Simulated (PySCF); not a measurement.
**C3: triplet, from a equilateral triangle start**

The task is one start of a wider search on C3: the triplet, from a equilateral triangle start. It is relaxed, tested by its Hessian and followed downhill if it is a saddle.

Computed with PySCF 2.14.0. Level: PBE0, basis C def2-TZVP, no relativity, density fitting.

## Step 1: The starting structure

3 atoms, charge 0, spin multiplicity 3.

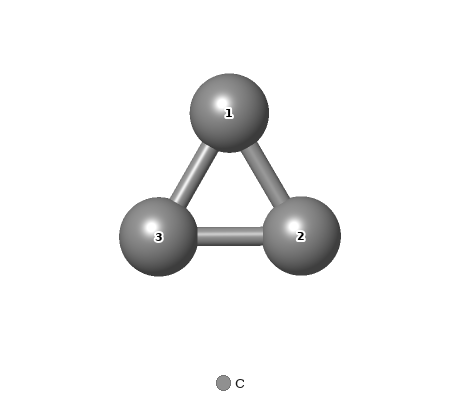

As it starts; carbon grey; atoms are numbered from 1 in the order of the file.

Z-matrix (Å, degrees; charge 0 multiplicity 3):
```
C
C  1 1.5000
C  1 1.5000 2 60.00
```

## Step 2: Finding the electronic state

The steps below are one call of a driver around PySCF. For each, scf.py gives the equivalent set-up of the SCF; relaxations use the driver's own optimiser. After this first run the driver tries any further starts and a stability analysis.

File scf.py:

```python
from pyscf import gto, scf, dft
mol = gto.M(atom='''
C      0.000000     0.866000     0.000000
C      0.750000    -0.433000     0.000000
C     -0.750000    -0.433000     0.000000''',
    basis={'C': 'def2-TZVP'},
    charge=0, spin=2)
mf = dft.UKS(mol, xc='PBE0')
mf.grids.atom_grid = (50, 194)
aux = {'C': 'def2-universal-JKFIT'}
mf = mf.density_fit(auxbasis=aux)
mf.conv_tol = 1e-08
mf.diis_space = 10
mf.max_cycle = 60
mf.init_guess = 'minao'
mf.verbose = 4
mf.kernel()
```

The run is started by

```bash
$ OMP_NUM_THREADS=2 python axn.py task.json out
```

Log:

```text
init E= -114.050807937796
[... the frontier-level lines of each cycle are left out ...]
cycle= 1 E= -113.87258102194  delta_E= 0.178  |g|= 0.118  |ddm|= 1.12
cycle= 2 E= -113.880750185468  delta_E= -0.00817  |g|= 0.0668  |ddm|= 0.192
cycle= 3 E= -113.883207770182  delta_E= -0.00246  |g|= 0.0126  |ddm|= 0.0792
cycle= 4 E= -113.883400236699  delta_E= -0.000192  |g|= 0.00403  |ddm|= 0.023
cycle= 5 E= -113.883419233721  delta_E= -1.9e-05  |g|= 0.00103  |ddm|= 0.00974
cycle= 6 E= -113.883420697877  delta_E= -1.46e-06  |g|= 0.0011  |ddm|= 0.0029
cycle= 7 E= -113.883421354123  delta_E= -6.56e-07  |g|= 0.000303  |ddm|= 0.00086
cycle= 8 E= -113.88342142241  delta_E= -6.83e-08  |g|= 9.72e-06  |ddm|= 0.000448
cycle= 9 E= -113.883421422624  delta_E= -2.14e-10  |g|= 1.04e-06  |ddm|= 2.66e-05
Extra cycle  E= -113.883421422625  delta_E= -1.31e-12  |g|= 3.46e-07  |ddm|= 2.05e-06
converged SCF energy = -113.883421422625  <S^2> = 2.0097566  2S+1 = 3.0064973
```

This step, with its further starts and checks, ran for 9.6 s (2 threads of Arm Neoverse N1, shared host).

The starts that the driver tried:

```
                      start  energy (Eh)
    the minimal-basis guess  -113.883421
a thermally smeared density  -113.883421
      a smeared PBE density  -113.883421
```

The test of internal stability and the other starts found no lower solution of this spin.

## Step 3: Relaxing the triplet from the equilateral triangle start

The program finds D3h symmetry in the start, which this walk keeps.

Changes to scf.py since step 2:

```diff
@@ -3,3 +3,3 @@
-C      0.000000     0.866000     0.000000
-C      0.750000    -0.433000     0.000000
-C     -0.750000    -0.433000     0.000000''',
+C     -0.000000     0.866013     0.000000
+C      0.749989    -0.433006     0.000000
+C     -0.749989    -0.433006     0.000000''',
@@ -15 +14,0 @@
-mf.init_guess = 'minao'
```

Energy and gradient, step by step:

```
step  energy (Eh)  change (kJ/mol)  largest symmetric gradient (Eh/bohr)
   0  -113.883421             0.00                               0.12006
   1  -113.915061           -83.07                               0.00284
   2  -113.915068           -83.09                               0.00151
   3  -113.915071           -83.10                               0.00001
```

The walk took 5.6 s.

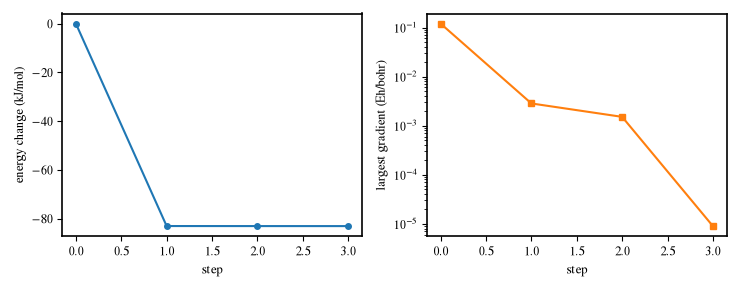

How energy and gradient fall.

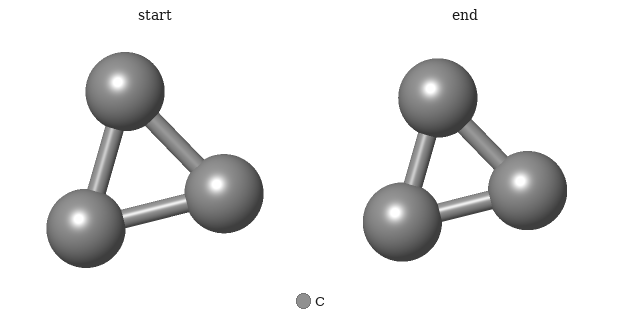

The geometry along the walk, at one scale.

After 3 steps and 83.1 kJ/mol it ends at D3h: C–C 1.361 Å (×3); C–C–C 60.0° (×3).

## Step 4: Vibrations and properties at this point

On the finer grid the gradient is checked again; gradients at displacements of ±0.02 bohr then give force constants and infrared intensities.

Changes to scf.py since step 3:

```diff
@@ -3,3 +3,3 @@
-C     -0.000000     0.866013     0.000000
-C      0.749989    -0.433006     0.000000
-C     -0.749989    -0.433006     0.000000''',
+C     -0.000000     0.785943     0.000000
+C      0.680647    -0.392972     0.000000
+C     -0.680647    -0.392972     0.000000''',
@@ -9 +9 @@
-mf.grids.atom_grid = (50, 194)
+mf.grids.atom_grid = (75, 302)
@@ -12 +12 @@
-mf.conv_tol = 1e-08
+mf.conv_tol = 1e-10
```

The driver hands on the density of the step before, so the log starts near convergence.

SCF at the final geometry:

```text
init E= -113.915071422291
[... the frontier-level lines of each cycle are left out ...]
cycle= 1 E= -113.915071422292  delta_E= -1.08e-12  |g|= 5.77e-07  |ddm|= 7.5e-07
Extra cycle  E= -113.915071422291  delta_E= 1.02e-12  |g|= 1.04e-06  |ddm|= 1.11e-06
converged SCF energy = -113.915071422291  <S^2> = 2.0102746  2S+1 = 3.0068419
```

The whole step took 19 s.

Geometry: D3h; C–C 1.361 Å (×3); C–C–C 60.0° (×3).

Harmonic modes (main isotopes):

| symmetry | ω (cm⁻¹) | IR (km/mol) |
| --- | --- | --- |
| e' | 1197 | 10.1 |
| a1' | 1641 | 0.0 |

No imaginary mode, so this is a minimum.

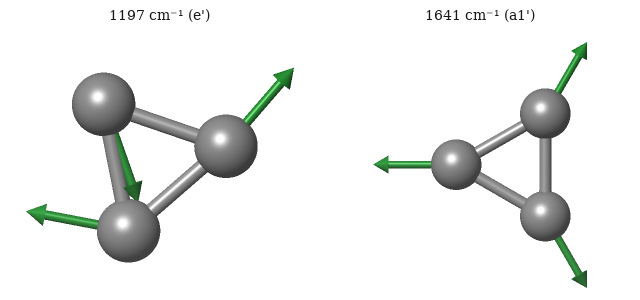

Displacements of 2 of the modes, as arrows (one member where a mode is degenerate).

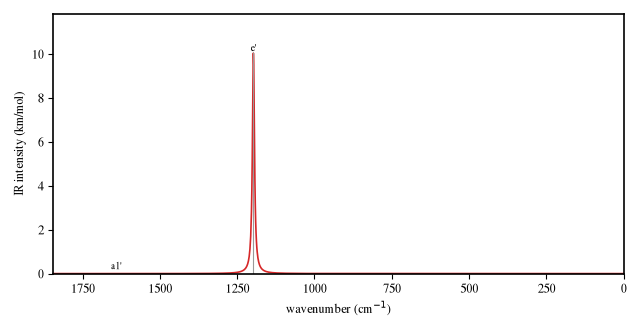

The harmonic infrared spectrum (widths in cm⁻¹). Lines are broadened to a width of 8 cm⁻¹ (Lorentzian).

Properties at this point:

| Property | Result |
| --- | --- |
| Dipole moment | 0.00 D |
| Highest occupied level | -8.57 eV |
| Lowest empty level | -4.30 eV |
| Rotational constants | 1.516, 1.516, 0.7581 cm⁻¹ |
| Zero-point energy | 24.1 kJ/mol |
| Principal polarisabilities | 18.6, 34.2, 34.2 bohr³ |
| Atomisation energy without zero-point energy | 1310 kJ/mol |
| Principal traceless quadrupole moments about the centre of mass | -1.02, -1.02, 2.04 D Å |
| Entropy at 298.15 K and 1 bar (electronic part: spin only) | 229.6 J/(mol K) |
| Heat capacity Cp at 298.15 K | 35.2 J/(mol K) |
| Enthalpy at 298.15 K above 0 K | 10.01 kJ/mol |
| Rotational symmetry number | 6 |
| Spin squared ⟨S²⟩ | 2.010 |

Populations by atom (charges in e):

| atom | Mulliken | Löwdin | polar tensor | spin (Mulliken) | Mayer order to C1 |
| --- | --- | --- | --- | --- | --- |
| C1 | 0.00 | 0.00 | 0.00 | 0.67 | – |
| C2,3 | 0.00 | 0.00 | 0.00 | 0.67 | 1.54 |

Outer orbital energies (eV). α occupied: -281.23, -27.74, -15.56, -15.56, -12.10, -11.39, -8.57, -8.57; empty: -1.39, -1.39, 3.76, 3.76. β occupied: -280.86, -280.83, -280.83, -27.21, -13.77, -13.77, -11.76, -9.01; empty: -4.30, -4.30, -0.70, -0.70.

Mulliken populations on C1: s 3.56, p 2.34, d 0.09, f 0.01.

## Step 5: Density, ELF and potential

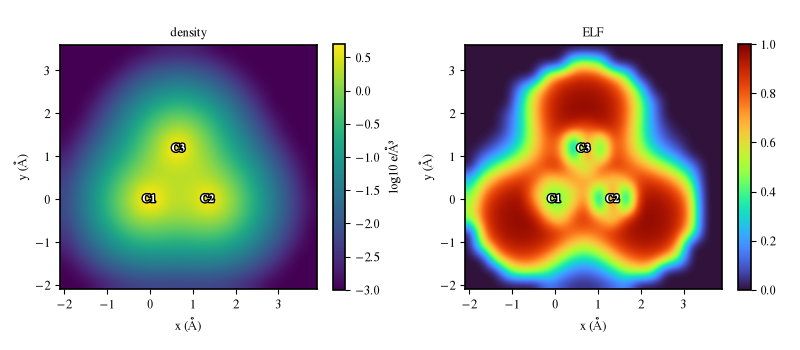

The plane holds C1 at (0.00, 0.00), C2 at (1.36, 0.00), C3 at (0.68, 1.18) Å. ELF is set to 0 where the density is under 0.005 e/Å³; an orbital's overall sign is arbitrary.

The fields below are evaluated on a grid from the run's orbitals.

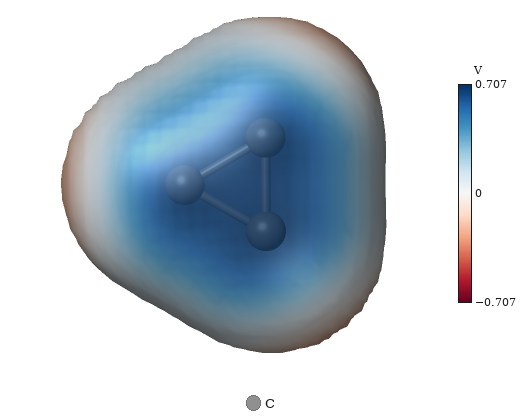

Electrostatic potential on the surface of density 0.002 e/bohr³; red is low, blue high. It runs from -0.22 to 0.71 V.

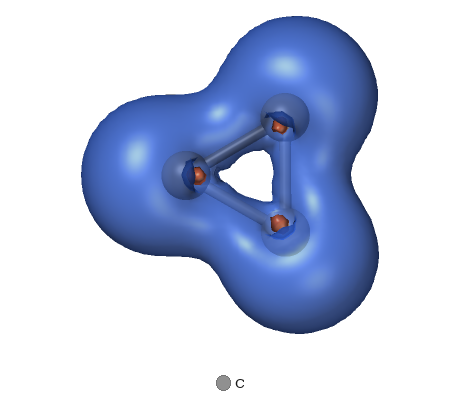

Spin density at ±0.05 e/Å³ (alpha excess blue, beta excess red).

Making the fields took 1.1 s.

## Step 6: Summary of results

| quantity | value |
| --- | --- |
| minimum | triplet, D3h |
| geometry | C–C 1.361 Å (×3); C–C–C 60.0° (×3) |
| wavenumbers (cm⁻¹) | 1197 (e'), 1641 (a1') |
| dipole moment | 0.00 D |
| highest occupied, lowest empty level (either spin) | -8.57, -4.30 eV |
| polar-tensor charge of C1 | -0.00 e |
| zero-point energy | 24.1 kJ/mol |
| entropy at 298.15 K | 229.6 J/(mol K) |
| atomisation energy (no zero-point energy) | 1310 kJ/mol |
| ⟨S²⟩ | 2.010 |

**Reading.** The molecule stays D3h, as typed, and the end point is a minimum. In the infrared the band at 1197 cm⁻¹ (e') leads. Only this shape and spin were tried, so other structures or states may lie lower.

The search up to here ran for 35 s (2 threads of Arm Neoverse N1, shared host).
